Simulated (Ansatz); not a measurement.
The figure comes from a scan of Si (diamond): volume and axial ratio are varied about the relaxed values (subscript 0). All values below come from r2SCAN (plane waves to 500 eV, PAW, scalar-relativistic; Ansatz, an electronic-structure program). k mesh 10×10×10 (Γ-centred), Fermi-Dirac smearing 0.05 eV. Energies are smeared free energies. As the smearing reaches across the gap at some points, the response to shear is sensitive to the k mesh, so small differences along c/a are uncertain. Si was relaxed with its symmetry unable to fall. ΔE is measured from the relaxed starting cell.

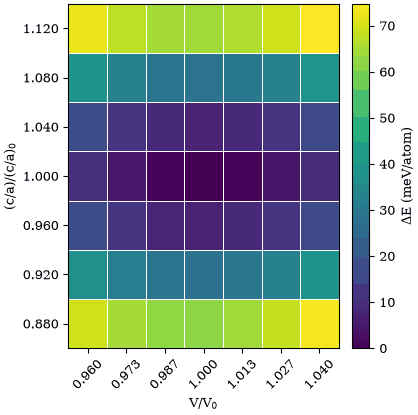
Figure. ΔE (meV/atom), one tile a computed point.

**Question.** List the plotted points as numbers.

**Answer.** To the nearest 10:

ΔE (meV/atom), with V/V₀ across and (c/a)/(c/a)₀ down:

```csv
(c/a)/(c/a)₀ \ V/V₀,0.960,0.973,0.987,1.000,1.013,1.027,1.040
0.880,70,60,60,60,60,70,70
0.920,40,30,30,30,30,30,40
0.960,20,10,10,10,10,10,20
1.000,10,0,0,0,0,0,10
1.040,20,10,10,10,10,10,20
1.080,40,30,30,30,30,30,40
1.120,70,70,60,60,70,70,70
```

(Under strain, the slope of the energy per volume gives the stress and its curvature an elastic modulus.)
